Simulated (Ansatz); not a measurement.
**A computed series for Cu: pressure series**

The parent structure is Cu in the fcc (Cu type) structure (space group Fm-3m, No. 225; a = 3.577 Å).

Cell and atoms are relaxed at each pressure.

The values are results of Ansatz (an electronic-structure program), r2SCAN, PAW, cutoff 500 eV, no spin-orbit coupling, not measurements.

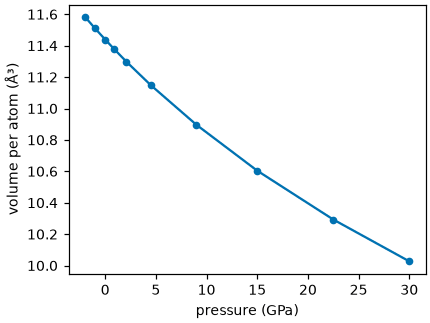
*Volume per atom against pressure*

```csv
pressure (GPa),volume per atom
-2,11.58 Å³
-1,11.51 Å³
0.9,11.38 Å³
2.1,11.30 Å³
4.5,11.15 Å³
9,10.90 Å³
15,10.60 Å³
22.5,10.29 Å³
30,10.03 Å³
```

Load acts through the strain it causes; cell and atoms are relaxed under it. Stability against distortions was not tested. Competing high-pressure phases were not computed. All final runs are without spin polarisation.
